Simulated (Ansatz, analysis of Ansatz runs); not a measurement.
## N3VH centre in diamond: local vibrational mode against experiment

Aim: the local vibrational mode of the N3VH centre in diamond, to be set beside the measurement. Set-up: r2SCAN, 64-site cell, r2SCAN lattice, 500 eV, k: the single point 1/4 1/4 1/4, anharmonic cut along the mode. The model is a cell of 64 host atoms with 1 site emptied, N put on another atom's site, N put on another atom's site, N put on another atom's site and H put in between. The frequencies come from force constants among the defect atom and its neighbours, with the masses of the isotopes named. A meta-GGA costs about twice a GGA and mends lattice constants and part of the gap.

**The experiment.** C-H stretch, 1H: 3107 cm⁻¹, by FTIR absorption (quoted in “Hydrogen-related defects in diamond: A comparison between observed and calculated FTIR spectra”, 2024, M.C. Day et al., quoting earlier work (2014)). C-H bend, 1H: 1405 cm⁻¹, by FTIR absorption (quoted in “Hydrogen-related defects in diamond: A comparison between observed and calculated FTIR spectra”, 2024, M.C. Day et al., quoting earlier work (1991)).

Program: Ansatz 0.2.0. Level of theory: plane-wave PAW DFT, r2SCAN; relaxation of all atoms of a defect supercell. Results are calculated unless marked as measured.

## 1. Set-up

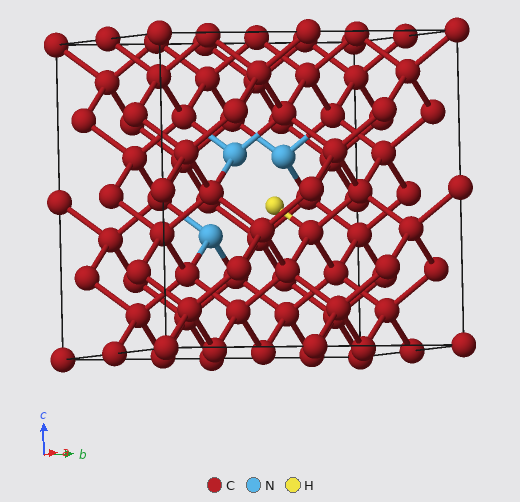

The starting structure, seen slightly off an axis (carbon red, nitrogen blue, hydrogen yellow). Bonds to atoms that aren't drawn are left out. Some periodic images of atoms are drawn too.

The cell holds 64 atoms: 60 C, 3 N and 1 H. Its edges and angles: a = 7.121 Å, b = 7.121 Å, c = 7.121 Å, α = 90.0°, β = 90.0°, γ = 90.0°. It derives from C (space group Fd-3m). Nearest the centre at fractional (0.375, 0.375, 0.375): H64 at 0.44 Å, N4 at 1.54 Å, N41 at 1.54 Å, N26 at 1.54 Å, C48 at 1.54 Å, C14 at 2.52 Å, C13 at 2.52 Å, C5 at 2.52 Å.

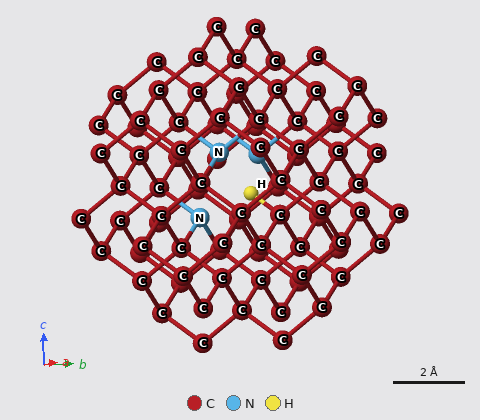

The atoms within 5 Å of the centre.

The host's primitive cell comes from a first run (plane-wave PAW DFT, r2SCAN; relaxation of the host's cell and atoms): vectors of 2.517, 2.517 and 2.517 Å. That is 5.64 Å³ an atom, 0.5 % under the diffraction cell's volume. The supercell is built on it.

## 2. Relaxation, charge 0

Every later number rests on the structure around the defect, so the atoms are relaxed at the host's lattice first.

The input, relax/input.yaml:

```yaml
relax:
  f_tol: 0.01
  max_steps: 80
  random_displacement: { amplitude: 0.02, seed: 54 }
crystal:
  lattice:
    - [7.12053982, 0.0, 0.0]
    - [0.0, 7.12053982, 0.0]
    - [0.0, 0.0, 7.12053982]
  atoms:
    - { symbol: C, position: [0.0, 0.0, 0.25] }
    - { symbol: C, position: [0.0, 0.25, 0.0] }
    - { symbol: C, position: [0.25, 0.0, 0.0] }
    - { symbol: "N", position: [0.25, 0.25, 0.25] }
    - { symbol: C, position: [0.125, 0.125, 0.375] }
    - { symbol: C, position: [0.125, 0.375, 0.125] }
    - { symbol: C, position: [0.375, 0.125, 0.125] }
    - { symbol: C, position: [0.0, 0.0, 0.75] }
    - { symbol: C, position: [0.0, 0.25, 0.5] }
    - { symbol: C, position: [0.25, 0.0, 0.5] }
    - { symbol: C, position: [0.25, 0.25, 0.75] }
    - { symbol: C, position: [0.125, 0.125, 0.875] }
    - { symbol: C, position: [0.125, 0.375, 0.625] }
    - { symbol: C, position: [0.375, 0.125, 0.625] }
    - { symbol: C, position: [0.375, 0.375, 0.875] }
    - { symbol: C, position: [0.0, 0.5, 0.25] }
    - { symbol: C, position: [0.0, 0.75, 0.0] }
    - { symbol: C, position: [0.25, 0.5, 0.0] }
    - { symbol: C, position: [0.25, 0.75, 0.25] }
    - { symbol: C, position: [0.125, 0.625, 0.375] }
    - { symbol: C, position: [0.125, 0.875, 0.125] }
    - { symbol: C, position: [0.375, 0.625, 0.125] }
    - { symbol: C, position: [0.375, 0.875, 0.375] }
    - { symbol: C, position: [0.0, 0.5, 0.75] }
    - { symbol: C, position: [0.0, 0.75, 0.5] }
    - { symbol: "N", position: [0.25, 0.5, 0.5] }
    - { symbol: C, position: [0.25, 0.75, 0.75] }
    - { symbol: C, position: [0.125, 0.625, 0.875] }
    - { symbol: C, position: [0.125, 0.875, 0.625] }
    - { symbol: C, position: [0.375, 0.625, 0.625] }
    - { symbol: C, position: [0.375, 0.875, 0.875] }
    - { symbol: C, position: [0.5, 0.0, 0.25] }
    - { symbol: C, position: [0.5, 0.25, 0.0] }
    - { symbol: C, position: [0.75, 0.0, 0.0] }
    - { symbol: C, position: [0.75, 0.25, 0.25] }
    - { symbol: C, position: [0.625, 0.125, 0.375] }
    - { symbol: C, position: [0.625, 0.375, 0.125] }
    - { symbol: C, position: [0.875, 0.125, 0.125] }
    - { symbol: C, position: [0.875, 0.375, 0.375] }
    - { symbol: C, position: [0.5, 0.0, 0.75] }
    - { symbol: "N", position: [0.5, 0.25, 0.5] }
    - { symbol: C, position: [0.75, 0.0, 0.5] }
    - { symbol: C, position: [0.75, 0.25, 0.75] }
    - { symbol: C, position: [0.625, 0.125, 0.875] }
    - { symbol: C, position: [0.625, 0.375, 0.625] }
    - { symbol: C, position: [0.875, 0.125, 0.625] }
    - { symbol: C, position: [0.875, 0.375, 0.875] }
    - { symbol: C, position: [0.5, 0.5, 0.25] }
    - { symbol: C, position: [0.5, 0.75, 0.0] }
    - { symbol: C, position: [0.75, 0.5, 0.0] }
    - { symbol: C, position: [0.75, 0.75, 0.25] }
    - { symbol: C, position: [0.625, 0.625, 0.375] }
    - { symbol: C, position: [0.625, 0.875, 0.125] }
    - { symbol: C, position: [0.875, 0.625, 0.125] }
    - { symbol: C, position: [0.875, 0.875, 0.375] }
    - { symbol: C, position: [0.5, 0.5, 0.75] }
    - { symbol: C, position: [0.5, 0.75, 0.5] }
    - { symbol: C, position: [0.75, 0.5, 0.5] }
    - { symbol: C, position: [0.75, 0.75, 0.75] }
    - { symbol: C, position: [0.625, 0.625, 0.875] }
    - { symbol: C, position: [0.625, 0.875, 0.625] }
    - { symbol: C, position: [0.875, 0.625, 0.625] }
    - { symbol: C, position: [0.875, 0.875, 0.875] }
    - { symbol: H, position: [0.410971, 0.410971, 0.339029] }
basis:
  ecutwfc: 500
  xc_grid: 2
hamiltonian:
  xc: r2scan
kpoints:
  mp_grid: { grid: [1, 1, 1], shift: [0.25, 0.25, 0.25] }
scf:
  occupations: { method: fermi_dirac, width: 0.01 }
  max_iter: 120
output:
  forces: true
checkpoint:
  write: "../relax.run"
  compress: false
  write_wavefunctions: true
  write_every: 100000
```

On the command line:

```console
$ ansatz run input.yaml --threads 2 --pin off --max-ram 3768MiB --backend cpu --events-out ev --progress --plain --runs-dir out
```

Numbers of over 12 decimals in the logs are rounded to 6 here.

The program printed:

```text
[... repeated set-up lines and file paths are left out, and long positions are rounded to six places ...]
Engine: ansatz 0.2.0, aarch64-unknown-linux-gnu
Pseudopotentials: kind: paw
Pseudopotential: C, paw, valence charge 4, recommended cutoff 500 eV (meta_gga), C.paw.azcp
Pseudopotential: N, paw, valence charge 5, recommended cutoff 500 eV (meta_gga), N.paw.azcp
Pseudopotential: H, paw, valence charge 1, recommended cutoff 500 eV (meta_gga), H.paw.azcp
Functional definition: r2SCAN
  parameter k0 = 0.174
  parameter k1 = 0.065
  parameter a1 = 4.9479
  exchange = r2scan_x(k0 = k0, k1 = k1, a1 = a1)
  correlation = r2scan_c
Crystal: 64 atoms, lattice volume = 361.026 Å³
Basis set: ecut = 500 eV, 9093 PW (Γ), exchange–correlation on 108×108×108 points (8 copies of the dense FFT grid, shifted against one another)
Bands: 192, of which v1, the nominal top of the filled ones, is band 128 counted from 1 (127 counted from 0)
Symmetry: 1 space group operations
k-points: 1
Non-local potential: C, projectors of the file, l = 0: 2, l = 1: 2, l = 2: 1
Non-local potential: N, projectors of the file, l = 0: 2, l = 1: 2, l = 2: 1
Non-local potential: H, projectors of the file, l = 0: 2, l = 1: 1
PAW form: soft (Blöchl's): semilocal exchange-correlation on the pseudo side does not see the compensation charge
PAW frozen core: C, regenerated for the run's functional (the file was generated under x = pbe(κ = 0.804, μ = 0.219515), c = pbe(β = 0.066725))
PAW frozen core: N, regenerated for the run's functional (the file was generated under x = pbe(κ = 0.804, μ = 0.219515), c = pbe(β = 0.066725))
PAW one-centre angular grid: C, 302 points (default); XC on 239 of its mesh's 2573 points in the sphere
PAW one-centre angular grid: N, 302 points (default); XC on 160 Gauss nodes
PAW one-centre angular grid: H, 302 points (default); XC on 160 Gauss nodes
Initial density: superposition of atomic densities (neutral atoms: chi_scale 0, normalization atom), corrected by the library's trained network
Initial wavefunctions: pseudopotential atomic-orbital guess
Functional: x = r2scan, c = r2scan; τ floored in thin density (d = 2e-4 eV/Å³)
SCF iter   1: F=—  HF=-16257.295672 eV  |F-HF|=—  |Δ(HF+E_count)|=         —  Δρ=1.25e-2  dr2=6.72e-1  dr2_τ=1.18e1  ethr=1.77e-3  ⟨swp⟩=7.0  Hψ=836  notcnv=0  defer=20
preconditioner: auto → Resta (q_TF=auto, 2.576 Å⁻¹)  ε∞=4.0  [insulator: Δε(μ)=5.118 eV  Ē_g=17.950 eV  σ=0.010 eV  W_gap=1.00  n_scr=92 (ndim 8)  ℏωp=31.3 eV  f_vac=0.000  D(μ)=0.00/eV (n_scr^D=0)  ε∞_Penn≈4.0]
SCF iter   2: F=—  HF=-16258.939076 eV  |F-HF|=—  |Δ(HF+E_count)|=    1.64e0  Δρ=7.42e-3  dr2=1.01e-1  dr2_τ=7.99e-3  ethr=2.63e-4  ⟨swp⟩=3.0  Hψ=351  notcnv=0  defer=58
SCF iter   3: F=—  HF=-16258.930310 eV  |F-HF|=—  |Δ(HF+E_count)|=   8.77e-3  Δρ=2.08e-3  dr2=6.22e-3  dr2_τ=1.23e-3  ethr=3.95e-5  ⟨swp⟩=2.0  Hψ=202  notcnv=0  defer=58
SCF iter   4: F=—  HF=-16258.930305 eV  |F-HF|=—  |Δ(HF+E_count)|=   5.12e-6  Δρ=3.45e-4  dr2=2.68e-4  dr2_τ=7.11e-5  ethr=2.43e-6  ⟨swp⟩=2.0  Hψ=214  notcnv=0  defer=58
SCF iter   5: F=—  HF=-16258.931045 eV  |F-HF|=—  |Δ(HF+E_count)|=   7.40e-4  Δρ=9.31e-5  dr2=1.99e-5  dr2_τ=3.77e-6  ethr=1.05e-7  ⟨swp⟩=2.0  Hψ=262  notcnv=0  defer=58
SCF iter   6: F=-16258.931055 eV  HF=-16258.931056 eV  |F-HF|=3.06e-7  |Δ(HF+E_count)|=   1.11e-5  Δρ=2.27e-5  dr2=1.35e-6  dr2_τ=2.71e-7  ethr=9.77e-10  ⟨swp⟩=5.0  Hψ=599  notcnv=0
SCF 1 converged in 6 iterations: F = -16258.931055 eV  dr2 = 1.35e-6
  greatest PAW one-centre occupation: 0.799 electrons in one spin orbital (limit 2), on the N atom at site 3 (counted from 0), in its partial waves of l = 0
relax step   1: F+E_penalty+E_count = -16258.93105532 eV  Δ(F+E_penalty+E_count) = +0.000e0 eV  max|allowed force component| = 2.494e0 eV/Å  Δτ_max = 0.0000 Å  (6 SCF iters, dr2 threshold 2.50e-6 eV, accepted)
[... the SCF cycles and remarks between the steps are left out from here to the last step ...]
relax step   2: F+E_penalty+E_count = -16260.15474619 eV  Δ(F+E_penalty+E_count) = -1.224e0 eV  max|allowed force component| = 1.110e0 eV/Å  Δτ_max = 0.1024 Å  (5 SCF iters, dr2 threshold 1.00e-4 eV, accepted)
relax step   3: F+E_penalty+E_count = -16260.41290315 eV  Δ(F+E_penalty+E_count) = -2.582e-1 eV  max|allowed force component| = 6.015e-1 eV/Å  Δτ_max = 0.0389 Å  (5 SCF iters, dr2 threshold 7.71e-5 eV, accepted)
relax step   4: F+E_penalty+E_count = -16260.42890578 eV  Δ(F+E_penalty+E_count) = -1.600e-2 eV  max|allowed force component| = 1.624e-1 eV/Å  Δτ_max = 0.0114 Å  (4 SCF iters, dr2 threshold 7.17e-5 eV, accepted)
relax step   5: F+E_penalty+E_count = -16260.43302093 eV  Δ(F+E_penalty+E_count) = -4.115e-3 eV  max|allowed force component| = 2.166e-2 eV/Å  Δτ_max = 0.0066 Å  (4 SCF iters, dr2 threshold 1.92e-6 eV, accepted)
SCF iter   1: F=—  HF=-16260.433052 eV  |F-HF|=—  |Δ(HF+E_count)|=         —  Δρ=6.63e-5  dr2=9.22e-6  dr2_τ=1.17e-5  ethr=2.01e-8  ⟨swp⟩=5.0  Hψ=443  notcnv=0  defer=58
SCF iter   2: F=—  HF=-16260.433053 eV  |F-HF|=—  |Δ(HF+E_count)|=   1.19e-6  Δρ=3.37e-5  dr2=2.05e-6  dr2_τ=9.51e-8  ethr=3.60e-9  ⟨swp⟩=3.0  Hψ=335  notcnv=0  defer=58
SCF iter   3: F=-16260.433053 eV  HF=-16260.433053 eV  |F-HF|=1.45e-9  |Δ(HF+E_count)|=   1.27e-7  Δρ=5.76e-6  dr2=6.38e-8  dr2_τ=1.53e-8  ethr=3.91e-11  ⟨swp⟩=4.0  Hψ=684  notcnv=0
SCF 6 converged in 3 iterations: F = -16260.433053 eV  dr2 = 6.38e-8
relax step   6: F+E_penalty+E_count = -16260.43305262 eV  Δ(F+E_penalty+E_count) = -3.170e-5 eV  max|allowed force component| = 4.157e-3 eV/Å  Δτ_max = 0.0008 Å  (3 SCF iters, accepted)
NSCF: frozen V_eff on 1 k-points
the band table was solved once a step of the walk had ended and its energy, with any forces and stress, was formed, with the checks that follow a solve (969 applications of the Hamiltonian). They found nothing against the state; [...]
iter 1 solved again at ethr=2.49e-11 eV; its pass at ethr=3.10e-3 eV (dr2=6.36e-8 eV) is discarded
SCF iter   1: F=—  HF=-16260.433053 eV  |F-HF|=—  |Δ(HF+E_count)|=         —  Δρ=5.76e-6  dr2=6.38e-8  dr2_τ=1.53e-8  ethr=2.49e-11  ⟨swp⟩=1.0  Hψ=534  notcnv=0
SCF iter   2: F=-16260.433053 eV  HF=-16260.433053 eV  |F-HF|=2.69e-9  |Δ(HF+E_count)|=   6.54e-9  Δρ=3.22e-6  dr2=2.03e-8  dr2_τ=8.80e-10  ethr=2.49e-11  ⟨swp⟩=4.0  Hψ=453  notcnv=0
SCF 7 converged in 2 iterations: F = -16260.433053 eV  dr2 = 2.03e-8
NSCF: frozen V_eff on 1 k-points
the band table was solved once a step of the walk had ended and its energy, with any forces and stress, was formed, with the checks that follow a solve (667 applications of the Hamiltonian). They found nothing against the state; [...]
SCF converged after 2 iterations
Free energy (F): -16260.433053 eV
Harris-Foulkes:  -16260.433053 eV  (|F-HF|=2.69e-9)
Internal energy: -16260.433053 eV  (E = F + TS)
E sigma→0 (E₀):  -16260.433053 eV
Fermi energy:    15.650545 eV
--- Per-component energies (eV) ---
  E_band       = 904.196281
  E_kinetic    = 5945.231952
  E_local      = -4217.464991  (includes V_loc(G=0)·N_el)
  E_nonlocal   = 1713.706665
  E_hartree    = 967.176453
  E_xc         = -3064.240129
  E_vxc        = -4242.032173  (∫ρ·V_xc dr)
  E_paw        = -6431.404062  (= ΣΔE_a)
  E_vpaw       = -455.137413  (= ΣTr[D̂ρ^β])
  E_aug_tail   = -0.000187  (compensation charges beyond the density's cutoff)
  E_vtau       = 225.539756  (kinetic-family band-sum trace: ∫τ·v_τ [+ j·A + Jᵃ·Aᵃ] dr)
  E_ewald      = -11171.863636
  E_core_change = -1.575118  (= ΣΔE_core)
  E_smearing   = -0.000000  (= −TS)
  E_closure    = -0.000000  (closes the sum)
  Σ components = -16260.433053   (vs F -16260.433053, Δ=0.00e0)
--- Forces (eV/Å), atoms counted from 1 ---
  atom   1  C     -0.00021802    -0.00026225     0.00020523
  atom   2  C      0.00024727    -0.00035470     0.00038573
  [... 1 atom left out ...]
  atom   4  N     -0.00019167     0.00065958     0.00099524
  atom   5  C      0.00032680    -0.00005105     0.00055109
  [... 7 atoms left out ...]
  atom  13  C     -0.00068912     0.00024624     0.00035936
  atom  14  C     -0.00023746    -0.00074037     0.00103247
  [... 11 atoms left out ...]
  atom  26  N     -0.00186167    -0.00089207    -0.00109128
  [... 3 atoms left out ...]
  atom  30  C      0.00242981     0.00225783     0.00219601
  [... 10 atoms left out ...]
  atom  41  N     -0.00089589    -0.00051624    -0.00014961
  [... 3 atoms left out ...]
  atom  45  C      0.00159488     0.00155982     0.00128500
  [... 2 atoms left out ...]
  atom  48  C      0.00417538     0.00415751     0.00185767
  [... 15 atoms left out ...]
  atom  64  H     -0.00356589    -0.00330531    -0.00188219
  max |Σ_I F_I| component: 3.39e-3 eV/Å
--- Band table (eV) ---
  k-point 0: bands = ["-9.5041", "-8.5611", "-8.5427", "-8.0663", [... 184 left out ...] "23.6124", "23.6764", "23.9722", "24.3095"]
--- Relaxed structure (6 steps of the walk, 6 accepted, 0 SCFs on fresh bases) ---
  F+E_penalty+E_count = -16260.43305262 eV   max|allowed force component| = 4.157e-3 eV/Å
  atoms:
    - { symbol: C, position: [-0.001293, -0.001110, 0.250693] }
    - { symbol: C, position: [-0.001260, 0.249990, -0.000477] }
    [... 1 atom left out ...]
    - { symbol: N, position: [0.239859, 0.240039, 0.240837] }
    - { symbol: C, position: [0.126156, 0.126339, 0.370357] }
    [... 7 atoms left out ...]
    - { symbol: C, position: [0.125772, 0.380148, 0.624618] }
    - { symbol: C, position: [0.379967, 0.125955, 0.624616] }
    [... 11 atoms left out ...]
    - { symbol: N, position: [0.239464, 0.510196, 0.510590] }
    [... 3 atoms left out ...]
    - { symbol: C, position: [0.370069, 0.624617, 0.625118] }
    [... 10 atoms left out ...]
    - { symbol: N, position: [0.510014, 0.239643, 0.510588] }
    [... 3 atoms left out ...]
    - { symbol: C, position: [0.624437, 0.370254, 0.625121] }
    [... 2 atoms left out ...]
    - { symbol: C, position: [0.506665, 0.506846, 0.243262] }
    [... 15 atoms left out ...]
    - { symbol: H, position: [0.419888, 0.420063, 0.328677] }
```

The job ended after 77 s (2 threads of Arm Neoverse V1, shared host; peak memory 0.86 GiB).

Relaxation path:

| step | energy less that of the first step (eV) | largest force component (eV/Å) |
| --- | --- | --- |
| 1 | 0.0000 | 2.4939 |
| 2 | -1.2237 | 1.1104 |
| 3 | -1.4818 | 0.6015 |
| 4 | -1.4979 | 0.1624 |
| 5 | -1.5020 | 0.0217 |
| 6 | -1.5020 | 0.0042 |

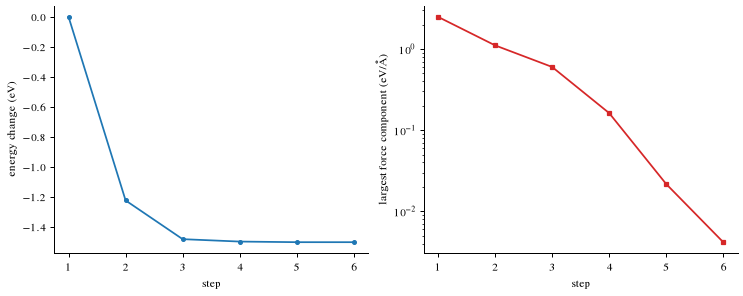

Energy and largest force along the relaxation.

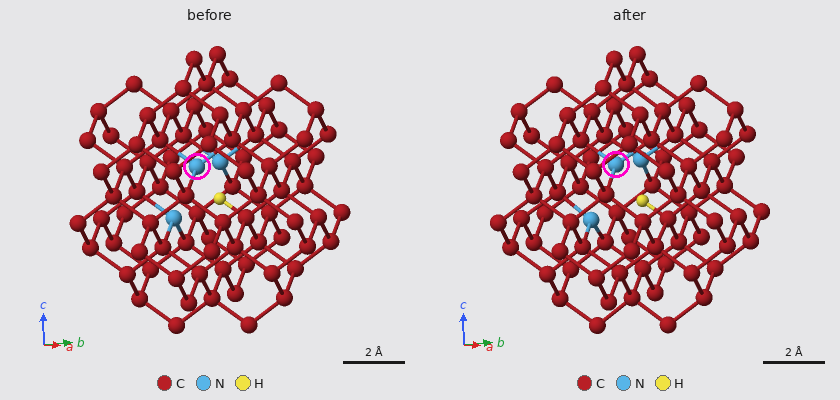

Before and after: the atoms that start within 5 Å of the centre. N41, which moves most, is ringed if it is among them.

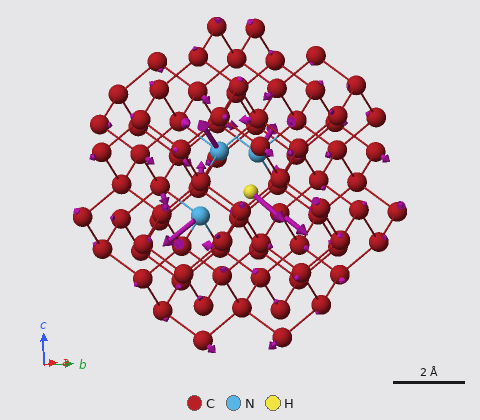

Displacements in the relaxation from the typed sites near the centre, exaggerated, the mean shift taken out; the longest in the cell stands for 0.13 Å.

The atoms that moved most (Å, from the sites as typed, ahead of the random displacement, the mean shift of all atoms taken out):

| atom | dx | dy | dz | length |
| --- | --- | --- | --- | --- |
| N41 | 0.072 | -0.074 | 0.072 | 0.126 |
| N26 | -0.074 | 0.072 | 0.072 | 0.126 |
| N4 | -0.071 | -0.071 | -0.069 | 0.122 |
| H64 | 0.064 | 0.064 | -0.077 | 0.119 |
| C48 | 0.048 | 0.048 | -0.051 | 0.085 |
| C5 | 0.009 | 0.009 | -0.036 | 0.039 |
| C14 | 0.036 | 0.006 | -0.006 | 0.037 |
| C13 | 0.006 | 0.036 | -0.006 | 0.037 |

Neighbours of the ideal centre at the end:

| atom | distance (Å) |
| --- | --- |
| H64 | 0.560 |
| C48 | 1.625 |
| N4 | 1.662 |
| N41 | 1.669 |
| N26 | 1.670 |
| C5 | 2.505 |
| C7 | 2.507 |
| C6 | 2.508 |
| C14 | 2.511 |
| C13 | 2.512 |
| C36 | 2.513 |
| C20 | 2.514 |
| C45 | 2.515 |
| C30 | 2.516 |
| C37 | 2.523 |
| C22 | 2.524 |

Neighbours of the added atoms: H64: C48 1.06, N4 1.92, N41 1.93 Å.

Read from the output:

* free energy: -16260.4331 eV

The relaxation ends 23 meV an atom lower than the displaced start, with a largest force component of 0.0042 eV/Å.

(Part 1 of 2 ends here.)

[Logs are printed without paths, hosts, clocks, repeated set-up lines and the standing remarks that a program may print on its own settings, such as how far it seeks lower states.]

[Hosts, paths, dates, database ids (printed as entryN), source tags and the programs' standing remarks are cut or masked in the printed files.]

[For some hosts the program warned that the k-mesh of the response run may be too coarse for force constants and the static dielectric constant; such warnings are not shown here.]
